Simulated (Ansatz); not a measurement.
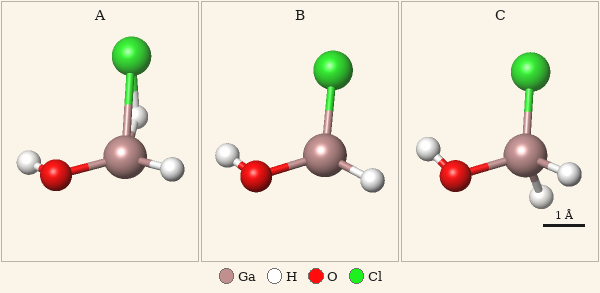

3 geometries from a converged minimum-energy path of GaH₃OCl (multiplicity 2), shuffled. Style: ball-and-stick. Shown at a tilt.

Method: UKS PBE/def2-SVP in Ansatz. Settings: 9 movable images; climbing image; force threshold 0.05 eV/Å; iteration limit 60; starting path through a guess of the saddle point.

Question: Which frame is the transition state?

Answer: A. In order along the path, whose images run from 0 to 10: C (image 1, +0.8 kJ/mol), B (image 4, +9.7 kJ/mol), A (image 7, +38.4 kJ/mol). Breaking: Cl–Ga (2.19 → 3.25 Å), Ga–H (1.63 → 2.29 Å). Forming: Cl–H (3.23 → 1.33 Å).

Cost: 3 min on 2 threads of Intel(R) Xeon(R) Platinum 8488C (Sapphire Rapids), on a shared host, peak memory 0.19 GiB.
